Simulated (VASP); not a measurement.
Band structure of Ni2Ge (space group P6_3/mmc). Method: PBEsol GGA, VASP's PBE PAW potentials (set 64) (plane waves; VASP 6.6.1).

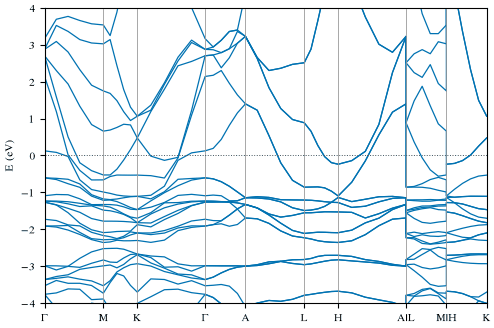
Figure. Bands along high-symmetry lines, zero at the valence-band maximum or, without a gap, the Fermi level

**Question.** Read the plot: is there a gap, and where are the band edges?

**Answer.** It has no gap at this level: it comes out as a metal or semimetal.

The structure comes from a computed database's Ni2Ge entry; how it stands against other phases isn't given here. The cell was not relaxed at this level. The run is not spin-polarised, so no magnetic state was tried.
